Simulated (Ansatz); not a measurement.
# BHS (triplet): PBE, BLYP, r2SCAN, B97M-V, PBE0, B3LYP over vertical spin and charge gaps, def2-QZVPP, part 2 of 2

Ansatz 0.2.0, Gaussian basis; def2-QZVPP, all electrons in the functionals. Earlier steps stand in the parts before.

### Step 19. B97M-V, charge 0, quintet

Input file in.yaml:

```yaml
crystal:
  periodic: [false, false, false]
  atoms:
    - {symbol: B, position_ang: [0.000000, -0.194210, 1.266050]}
    - {symbol: S, position_ang: [0.000000, 0.040248, -0.487697]}
    - {symbol: H, position_ang: [0.000000, 0.802670, 1.935360]}
basis:
  gaussian: {orbitals: "def2-QZVPP.json"}
magnetization: {spin_polarized: true, initial_magnetization: 4}
hamiltonian: {xc: {name: B97M-V}}
```

Started as:

```bash
$ ansatz run in.yaml --threads 1 --pin off --events-out ev --progress --plain --max-ram 2393MiB
```

What it wrote (excerpt; [...] marks lines left out):

```text
Functional definition: B97M-V
  name "B97M-V"
  cite "Mardirossian & Head-Gordon, J. Chem. Phys. 142, 074111 (2015) doi:10.1063/1.4907719"
  cite "Becke, J. Chem. Phys. 107, 8554 (1997) doi:10.1063/1.475007"
  cite "Vydrov & Van Voorhis, J. Chem. Phys. 133, 244103 (2010) doi:10.1063/1.3521275"
  # Of w^i u^j: cxij and so on, Table III.
[...]
  gx(w, u) = cx00 + cx01*u + cx02*u^2 + (cx10 + cx11*u)*w
[...]
  gos(w, u) = cos00 + cos01*u + cos03*u^3 + cos10*w + cos32*w^3*u^2
[...]
      + integral(e_c_pw_mod_opposite_spin*gos(b97_w_opposite, b97_u_opposite)) + vv10(b, c)
583 factors; their error is unknown
[...]
mean field -11518.63303061 eV, -423.3019562649 hartree, gradient 8.3e-5 eV, S^2 6.008596; 4 other end points of the search recorded, 0 dependent functions left out
reference -11518.63308994 eV, -423.3019584452 hartree; 13, 9 occupied and 144, 148 virtual orbitals, 583 factors
Total energy: -11518.63308994 eV, -423.3019584452 hartree
```

Run time: 19 s. Hardware: 1 thread of Arm Neoverse V1, shared host; peak memory 0.29 GiB.

From the report: ⟨S²⟩ of the determinant 6.009 (pure quintet: 6.00).

From charge 0, triplet: +425.4 kJ/mol.

### Step 20. B97M-V, charge 1, doublet

in.yaml: that of step 19 with these lines changed.

```diff
@@ -8,3 +8,4 @@
   gaussian: {orbitals: "def2-QZVPP.json"}
-magnetization: {spin_polarized: true, initial_magnetization: 4}
+total_charge: 1
+magnetization: {spin_polarized: true, initial_magnetization: 1}
 hamiltonian: {xc: {name: B97M-V}}
```

Launched as before.

What it wrote (excerpt; [...] marks lines left out):

```text
Functional definition: B97M-V
  name "B97M-V"
  cite "Mardirossian & Head-Gordon, J. Chem. Phys. 142, 074111 (2015) doi:10.1063/1.4907719"
  cite "Becke, J. Chem. Phys. 107, 8554 (1997) doi:10.1063/1.475007"
  cite "Vydrov & Van Voorhis, J. Chem. Phys. 133, 244103 (2010) doi:10.1063/1.3521275"
  # Of w^i u^j: cxij and so on, Table III.
[...]
  gx(w, u) = cx00 + cx01*u + cx02*u^2 + (cx10 + cx11*u)*w
[...]
  gos(w, u) = cos00 + cos01*u + cos03*u^3 + cos10*w + cos32*w^3*u^2
[...]
      + integral(e_c_pw_mod_opposite_spin*gos(b97_w_opposite, b97_u_opposite)) + vv10(b, c)
583 factors; their error is unknown
[...]
mean field -11514.47121687 eV, -423.1490124311 hartree, gradient 3.9e-6 eV, S^2 0.758615; 4 other end points of the search recorded, 0 dependent functions left out
reference -11514.47126650 eV, -423.1490142549 hartree; 11, 10 occupied and 146, 147 virtual orbitals, 583 factors
Total energy: -11514.47126650 eV, -423.1490142549 hartree
```

Run time: 43 s. Hardware: 1 thread of Arm Neoverse V1, shared host; peak memory 0.33 GiB.

From the report: ⟨S²⟩ of the determinant 0.759 (pure doublet: 0.75).

From charge 0, triplet: +826.9 kJ/mol.

### Step 21. B97M-V, charge 1, quartet

in.yaml: that of step 20 with these lines changed.

```diff
@@ -9,3 +9,3 @@
 total_charge: 1
-magnetization: {spin_polarized: true, initial_magnetization: 1}
+magnetization: {spin_polarized: true, initial_magnetization: 3}
 hamiltonian: {xc: {name: B97M-V}}
```

Launched as before.

What it wrote (excerpt; [...] marks lines left out):

```text
Functional definition: B97M-V
  name "B97M-V"
  cite "Mardirossian & Head-Gordon, J. Chem. Phys. 142, 074111 (2015) doi:10.1063/1.4907719"
  cite "Becke, J. Chem. Phys. 107, 8554 (1997) doi:10.1063/1.475007"
  cite "Vydrov & Van Voorhis, J. Chem. Phys. 133, 244103 (2010) doi:10.1063/1.3521275"
  # Of w^i u^j: cxij and so on, Table III.
[...]
  gx(w, u) = cx00 + cx01*u + cx02*u^2 + (cx10 + cx11*u)*w
[...]
  gos(w, u) = cos00 + cos01*u + cos03*u^3 + cos10*w + cos32*w^3*u^2
[...]
      + integral(e_c_pw_mod_opposite_spin*gos(b97_w_opposite, b97_u_opposite)) + vv10(b, c)
583 factors; their error is unknown
[...]
mean field -11511.93126007 eV, -423.0556707404 hartree, gradient 7.2e-5 eV, S^2 3.756612; 1 other end points of the search recorded, 0 dependent functions left out
reference -11511.93131813 eV, -423.0556728740 hartree; 12, 9 occupied and 145, 148 virtual orbitals, 583 factors
Total energy: -11511.93131813 eV, -423.0556728740 hartree
```

Run time: 11 s. Hardware: 1 thread of Arm Neoverse V1, shared host; peak memory 0.28 GiB.

From the report: ⟨S²⟩ of the determinant 3.757 (pure quartet: 3.75).

From charge 0, triplet: +1072.0 kJ/mol.

### Step 22. PBE0, charge 0, triplet

in.yaml: that of step 21 with these lines changed.

```diff
@@ -8,4 +8,4 @@
   gaussian: {orbitals: "def2-QZVPP.json"}
-total_charge: 1
-magnetization: {spin_polarized: true, initial_magnetization: 3}
-hamiltonian: {xc: {name: B97M-V}}
+magnetization: {spin_polarized: true, initial_magnetization: 2}
+hamiltonian: {xc: {name: PBE0}}
+output: {orbitals: {seedname: orbitals}}
```

Launched as before.

What it wrote (excerpt; [...] marks lines left out):

```text
Functional definition: PBE0
  name "PBE0"
  cite "Adamo & Barone, J. Chem. Phys. 110, 6158 (1999) doi:10.1063/1.478522"
  cite "Perdew, Burke & Ernzerhof, Phys. Rev. Lett. 77, 3865 (1996) doi:10.1103/PhysRevLett.77.3865"
  parent pbe
[...]
631 factors; their error is unknown
[...]
mean field -11520.82690770 eV, -423.3825797610 hartree, gradient 2.5e-5 eV, S^2 2.006493; 1 other end points of the search recorded, 0 dependent functions left out
reference -11520.82693579 eV, -423.3825807932 hartree; 12, 10 occupied and 145, 147 virtual orbitals, 631 factors
Total energy: -11520.82693579 eV, -423.3825807932 hartree
```

It took 5.5 s on 1 thread of Arm Neoverse V1, shared host.

From the report: ⟨S²⟩ of the determinant 2.006 (pure triplet: 2.00).

### Step 23. PBE0, charge 0, singlet

in.yaml: that of step 22 with these lines changed.

```diff
@@ -8,3 +8,3 @@
   gaussian: {orbitals: "def2-QZVPP.json"}
-magnetization: {spin_polarized: true, initial_magnetization: 2}
+magnetization: {spin_polarized: true, initial_magnetization: 0}
 hamiltonian: {xc: {name: PBE0}}
```

Launched as before.

What it wrote (excerpt; [...] marks lines left out):

```text
Functional definition: PBE0
  name "PBE0"
  cite "Adamo & Barone, J. Chem. Phys. 110, 6158 (1999) doi:10.1063/1.478522"
  cite "Perdew, Burke & Ernzerhof, Phys. Rev. Lett. 77, 3865 (1996) doi:10.1103/PhysRevLett.77.3865"
  parent pbe
[...]
631 factors; their error is unknown
[...]
mean field -11522.47663284 eV, -423.4432060415 hartree, gradient 6.2e-6 eV, S^2 0.000000; 3 other end points of the search recorded, 0 dependent functions left out
reference -11522.47665851 eV, -423.4432069851 hartree; 11, 11 occupied and 146, 146 virtual orbitals, 631 factors
Total energy: -11522.47665851 eV, -423.4432069851 hartree
```

It took 8.5 s on 1 thread of Arm Neoverse V1, shared host; peak memory 0.32 GiB.

From the report: ⟨S²⟩ of the determinant 0.000 (pure singlet: 0.00).

From charge 0, triplet: -159.2 kJ/mol.

### Step 24. PBE0, charge 0, quintet

in.yaml: that of step 23 with these lines changed.

```diff
@@ -8,3 +8,3 @@
   gaussian: {orbitals: "def2-QZVPP.json"}
-magnetization: {spin_polarized: true, initial_magnetization: 0}
+magnetization: {spin_polarized: true, initial_magnetization: 4}
 hamiltonian: {xc: {name: PBE0}}
```

The command is unchanged.

What it wrote (excerpt; [...] marks lines left out):

```text
Functional definition: PBE0
  name "PBE0"
  cite "Adamo & Barone, J. Chem. Phys. 110, 6158 (1999) doi:10.1063/1.478522"
  cite "Perdew, Burke & Ernzerhof, Phys. Rev. Lett. 77, 3865 (1996) doi:10.1103/PhysRevLett.77.3865"
  parent pbe
[...]
631 factors; their error is unknown
[...]
mean field -11516.58723450 eV, -423.2267746448 hartree, gradient 5.3e-5 eV, S^2 6.007528; 1 other end points of the search recorded, 0 dependent functions left out
reference -11516.58726591 eV, -423.2267757991 hartree; 13, 9 occupied and 144, 148 virtual orbitals, 631 factors
Total energy: -11516.58726591 eV, -423.2267757991 hartree
```

Wall time 3.9 s (1 thread of Arm Neoverse V1, shared host).

From the report: ⟨S²⟩ of the determinant 6.008 (pure quintet: 6.00).

From charge 0, triplet: +409.1 kJ/mol.

### Step 25. PBE0, charge 1, doublet

in.yaml: that of step 24 with these lines changed.

```diff
@@ -8,3 +8,4 @@
   gaussian: {orbitals: "def2-QZVPP.json"}
-magnetization: {spin_polarized: true, initial_magnetization: 4}
+total_charge: 1
+magnetization: {spin_polarized: true, initial_magnetization: 1}
 hamiltonian: {xc: {name: PBE0}}
```

The command is unchanged.

What it wrote (excerpt; [...] marks lines left out):

```text
Functional definition: PBE0
  name "PBE0"
  cite "Adamo & Barone, J. Chem. Phys. 110, 6158 (1999) doi:10.1063/1.478522"
  cite "Perdew, Burke & Ernzerhof, Phys. Rev. Lett. 77, 3865 (1996) doi:10.1103/PhysRevLett.77.3865"
  parent pbe
[...]
631 factors; their error is unknown
[...]
mean field -11512.07040686 eV, -423.0607842904 hartree, gradient 3.6e-6 eV, S^2 0.759667; 1 other end points of the search recorded, 0 dependent functions left out
reference -11512.07043292 eV, -423.0607852481 hartree; 11, 10 occupied and 146, 147 virtual orbitals, 631 factors
Total energy: -11512.07043292 eV, -423.0607852481 hartree
```

It took 8 s on 1 thread of Arm Neoverse V1, shared host; peak memory 0.33 GiB.

From the report: ⟨S²⟩ of the determinant 0.760 (pure doublet: 0.75).

From charge 0, triplet: +844.9 kJ/mol.

### Step 26. PBE0, charge 1, quartet

in.yaml: that of step 25 with these lines changed.

```diff
@@ -9,3 +9,3 @@
 total_charge: 1
-magnetization: {spin_polarized: true, initial_magnetization: 1}
+magnetization: {spin_polarized: true, initial_magnetization: 3}
 hamiltonian: {xc: {name: PBE0}}
```

Launched as before.

What it wrote (excerpt; [...] marks lines left out):

```text
Functional definition: PBE0
  name "PBE0"
  cite "Adamo & Barone, J. Chem. Phys. 110, 6158 (1999) doi:10.1063/1.478522"
  cite "Perdew, Burke & Ernzerhof, Phys. Rev. Lett. 77, 3865 (1996) doi:10.1103/PhysRevLett.77.3865"
  parent pbe
[...]
631 factors; their error is unknown
[...]
mean field -11509.81038513 eV, -422.9777300238 hartree, gradient 2.4e-5 eV, S^2 3.756346; 1 other end points of the search recorded, 0 dependent functions left out
reference -11509.81041537 eV, -422.9777311352 hartree; 12, 9 occupied and 145, 148 virtual orbitals, 631 factors
Total energy: -11509.81041537 eV, -422.9777311352 hartree
```

Wall time 3.7 s (1 thread of Arm Neoverse V1, shared host).

From the report: ⟨S²⟩ of the determinant 3.756 (pure quartet: 3.75).

From charge 0, triplet: +1062.9 kJ/mol.

### Step 27. B3LYP, charge 0, triplet

Input file in.yaml:

```yaml
crystal:
  periodic: [false, false, false]
  atoms:
    - {symbol: B, position_ang: [0.000000, -0.194210, 1.266050]}
    - {symbol: S, position_ang: [0.000000, 0.040248, -0.487697]}
    - {symbol: H, position_ang: [0.000000, 0.802670, 1.935360]}
basis:
  gaussian: {orbitals: "def2-QZVPP.json"}
magnetization: {spin_polarized: true, initial_magnetization: 2}
hamiltonian: {xc: {name: B3LYP}}
```

The command is unchanged.

What it wrote (excerpt; [...] marks lines left out):

```text
Functional definition: B3LYP
  name "B3LYP"
  cite "Stephens, Devlin, Chabalowski & Frisch, J. Phys. Chem. 98, 11623 (1994) doi:10.1021/j100096a001"
  cite "Becke, Phys. Rev. A 38, 3098 (1988) doi:10.1103/PhysRevA.38.3098"
  cite "Lee, Yang & Parr, Phys. Rev. B 37, 785 (1988) doi:10.1103/PhysRevB.37.785"
  cite "Vosko, Wilk & Nusair, Can. J. Phys. 58, 1200 (1980) doi:10.1139/p80-159"
[...]
606 factors; their error is unknown
[...]
mean field -11526.29376734 eV, -423.5834831470 hartree, gradient 1.4e-5 eV, S^2 2.004759; 1 other end points of the search recorded, 0 dependent functions left out
reference -11526.29396568 eV, -423.5834904361 hartree; 12, 10 occupied and 145, 147 virtual orbitals, 606 factors
Total energy: -11526.29396568 eV, -423.5834904361 hartree
```

Run time: 5.5 s. Hardware: 1 thread of Arm Neoverse V1, shared host.

From the report: ⟨S²⟩ of the determinant 2.005 (pure triplet: 2.00).

### Step 28. B3LYP, charge 0, singlet

in.yaml: that of step 27 with these lines changed.

```diff
@@ -8,3 +8,3 @@
   gaussian: {orbitals: "def2-QZVPP.json"}
-magnetization: {spin_polarized: true, initial_magnetization: 2}
+magnetization: {spin_polarized: true, initial_magnetization: 0}
 hamiltonian: {xc: {name: B3LYP}}
```

The command is unchanged.

What it wrote (excerpt; [...] marks lines left out):

```text
Functional definition: B3LYP
  name "B3LYP"
  cite "Stephens, Devlin, Chabalowski & Frisch, J. Phys. Chem. 98, 11623 (1994) doi:10.1021/j100096a001"
  cite "Becke, Phys. Rev. A 38, 3098 (1988) doi:10.1103/PhysRevA.38.3098"
  cite "Lee, Yang & Parr, Phys. Rev. B 37, 785 (1988) doi:10.1103/PhysRevB.37.785"
  cite "Vosko, Wilk & Nusair, Can. J. Phys. 58, 1200 (1980) doi:10.1139/p80-159"
[...]
606 factors; their error is unknown
[...]
mean field -11528.07566924 eV, -423.6489668344 hartree, gradient 1.8e-5 eV, S^2 0.000000; 1 other end points of the search recorded, 0 dependent functions left out
reference -11528.07586365 eV, -423.6489739785 hartree; 11, 11 occupied and 146, 146 virtual orbitals, 606 factors
Total energy: -11528.07586365 eV, -423.6489739785 hartree
```

Run time: 7.5 s. Hardware: 1 thread of Arm Neoverse V1, shared host; peak memory 0.31 GiB.

From the report: ⟨S²⟩ of the determinant 0.000 (pure singlet: 0.00).

From charge 0, triplet: -171.9 kJ/mol.

### Step 29. B3LYP, charge 0, quintet

in.yaml: that of step 28 with these lines changed.

```diff
@@ -8,3 +8,3 @@
   gaussian: {orbitals: "def2-QZVPP.json"}
-magnetization: {spin_polarized: true, initial_magnetization: 0}
+magnetization: {spin_polarized: true, initial_magnetization: 4}
 hamiltonian: {xc: {name: B3LYP}}
```

Same command.

What it wrote (excerpt; [...] marks lines left out):

```text
Functional definition: B3LYP
  name "B3LYP"
  cite "Stephens, Devlin, Chabalowski & Frisch, J. Phys. Chem. 98, 11623 (1994) doi:10.1021/j100096a001"
  cite "Becke, Phys. Rev. A 38, 3098 (1988) doi:10.1103/PhysRevA.38.3098"
  cite "Lee, Yang & Parr, Phys. Rev. B 37, 785 (1988) doi:10.1103/PhysRevB.37.785"
  cite "Vosko, Wilk & Nusair, Can. J. Phys. 58, 1200 (1980) doi:10.1139/p80-159"
[...]
606 factors; their error is unknown
[...]
mean field -11521.85336786 eV, -423.4203014762 hartree, gradient 2.9e-5 eV, S^2 6.005640; 1 other end points of the search recorded, 0 dependent functions left out
reference -11521.85356918 eV, -423.4203088743 hartree; 13, 9 occupied and 144, 148 virtual orbitals, 606 factors
Total energy: -11521.85356918 eV, -423.4203088743 hartree
```

Run time: 4.2 s. Hardware: 1 thread of Arm Neoverse V1, shared host.

From the report: ⟨S²⟩ of the determinant 6.006 (pure quintet: 6.00).

From charge 0, triplet: +428.4 kJ/mol.

### Step 30. B3LYP, charge 1, doublet

in.yaml: that of step 29 with these lines changed.

```diff
@@ -8,3 +8,4 @@
   gaussian: {orbitals: "def2-QZVPP.json"}
-magnetization: {spin_polarized: true, initial_magnetization: 4}
+total_charge: 1
+magnetization: {spin_polarized: true, initial_magnetization: 1}
 hamiltonian: {xc: {name: B3LYP}}
```

The command is unchanged.

What it wrote (excerpt; [...] marks lines left out):

```text
Functional definition: B3LYP
  name "B3LYP"
  cite "Stephens, Devlin, Chabalowski & Frisch, J. Phys. Chem. 98, 11623 (1994) doi:10.1021/j100096a001"
  cite "Becke, Phys. Rev. A 38, 3098 (1988) doi:10.1103/PhysRevA.38.3098"
  cite "Lee, Yang & Parr, Phys. Rev. B 37, 785 (1988) doi:10.1103/PhysRevB.37.785"
  cite "Vosko, Wilk & Nusair, Can. J. Phys. 58, 1200 (1980) doi:10.1139/p80-159"
[...]
606 factors; their error is unknown
[...]
mean field -11517.60664842 eV, -423.2642374154 hartree, gradient 5.3e-6 eV, S^2 0.757157; 1 other end points of the search recorded, 0 dependent functions left out
reference -11517.60684330 eV, -423.2642445768 hartree; 11, 10 occupied and 146, 147 virtual orbitals, 606 factors
Total energy: -11517.60684330 eV, -423.2642445768 hartree
```

It took 8 s on 1 thread of Arm Neoverse V1, shared host; peak memory 0.32 GiB.

From the report: ⟨S²⟩ of the determinant 0.757 (pure doublet: 0.75).

From charge 0, triplet: +838.2 kJ/mol.

### Step 31. B3LYP, charge 1, quartet

in.yaml: that of step 30 with these lines changed.

```diff
@@ -9,3 +9,3 @@
 total_charge: 1
-magnetization: {spin_polarized: true, initial_magnetization: 1}
+magnetization: {spin_polarized: true, initial_magnetization: 3}
 hamiltonian: {xc: {name: B3LYP}}
```

Same command.

What it wrote (excerpt; [...] marks lines left out):

```text
Functional definition: B3LYP
  name "B3LYP"
  cite "Stephens, Devlin, Chabalowski & Frisch, J. Phys. Chem. 98, 11623 (1994) doi:10.1021/j100096a001"
  cite "Becke, Phys. Rev. A 38, 3098 (1988) doi:10.1103/PhysRevA.38.3098"
  cite "Lee, Yang & Parr, Phys. Rev. B 37, 785 (1988) doi:10.1103/PhysRevB.37.785"
  cite "Vosko, Wilk & Nusair, Can. J. Phys. 58, 1200 (1980) doi:10.1139/p80-159"
[...]
606 factors; their error is unknown
[...]
mean field -11515.20507923 eV, -423.1759813752 hartree, gradient 1.8e-5 eV, S^2 3.754676; 1 other end points of the search recorded, 0 dependent functions left out
reference -11515.20528355 eV, -423.1759888840 hartree; 12, 9 occupied and 145, 148 virtual orbitals, 606 factors
Total energy: -11515.20528355 eV, -423.1759888840 hartree
```

Run time: 4.1 s. Hardware: 1 thread of Arm Neoverse V1, shared host.

From the report: ⟨S²⟩ of the determinant 3.755 (pure quartet: 3.75).

From charge 0, triplet: +1069.9 kJ/mol.

### Step 32. Against the wave-function levels

No level is safe as a reference over these points; UCCSD(T) serves as a yardstick only. It and the other wave-function rows come from earlier runs at the same points. Energies in kJ/mol, counted from charge 0, triplet; blanks weren't run or aren't comparable.

```tsv
level	triplet to singlet	triplet to quintet	ionisation to the doublet cation	ionisation to the quartet cation
UCCSD(T)		422.7	829.7	1062.2
PBE	-187.4	409.9	828.5	1068.3
BLYP	-192.0	428.4	810.6	1057.2
r2SCAN	-158.5	405.1	849.9	1068.4
B97M-V	-181.5	425.4	826.9	1072.0
PBE0	-159.2	409.1	844.9	1062.9
B3LYP	-171.9	428.4	838.2	1069.9
RHF	-53.9	359.0	820.7	937.2
UHF	-78.5	354.6	823.5	934.9
UMP2		424.1	830.3	1058.0
```

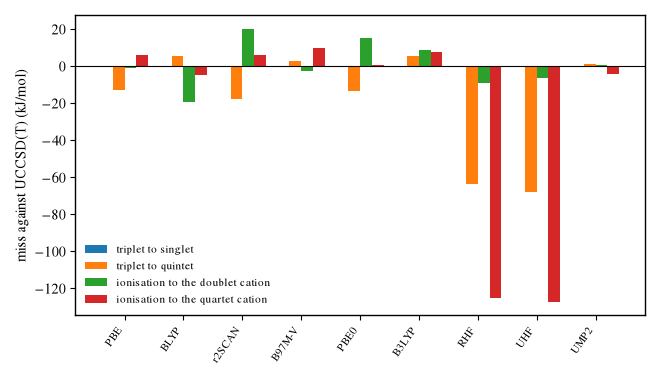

Misses of the gaps against UCCSD(T).

Largest miss and mean time a point (UCCSD(T) took 29 s a point; shared hosts):

```tsv
level	largest miss (kJ/mol)	where	time a point
PBE	-12.7	triplet to quintet	6.1 s
BLYP	-19.1	ionisation to the doublet cation	7.3 s
r2SCAN	+20.3	ionisation to the doublet cation	14 s
B97M-V	+9.8	ionisation to the quartet cation	24 s
PBE0	+15.2	ionisation to the doublet cation	5.9 s
B3LYP	+8.5	ionisation to the doublet cation	5.9 s
RHF	-125.0	ionisation to the quartet cation	
UHF	-127.2	ionisation to the quartet cation	
UMP2	-4.1	ionisation to the quartet cation
```

### Step 33. Outcome

The summary covers parts 1 to 2.

```
                                  quantity                                            value
              triplet to quintet, UCCSD(T)                                     422.7 kJ/mol
ionisation to the doublet cation, UCCSD(T)                                     829.7 kJ/mol
ionisation to the quartet cation, UCCSD(T)                                    1062.2 kJ/mol
                         largest miss, PBE                -12.7 kJ/mol (triplet to quintet)
                        largest miss, BLYP  -19.1 kJ/mol (ionisation to the doublet cation)
                      largest miss, r2SCAN  +20.3 kJ/mol (ionisation to the doublet cation)
                      largest miss, B97M-V   +9.8 kJ/mol (ionisation to the quartet cation)
                        largest miss, PBE0  +15.2 kJ/mol (ionisation to the doublet cation)
                       largest miss, B3LYP   +8.5 kJ/mol (ionisation to the doublet cation)
```

What this shows: Misses are known at 3 of 4 points at best, and only functionals with that many are ranked. Of the functionals, B3LYP keep the smallest largest miss at the points compared (at most 8.5 kJ/mol) and r2SCAN strays most (20.3 kJ/mol, at ionisation to the doublet cation). Functionals and the yardstick converge differently with the basis, so part of each miss in def2-QZVPP is the basis. The yardstick itself may be off where one determinant is a poor start.
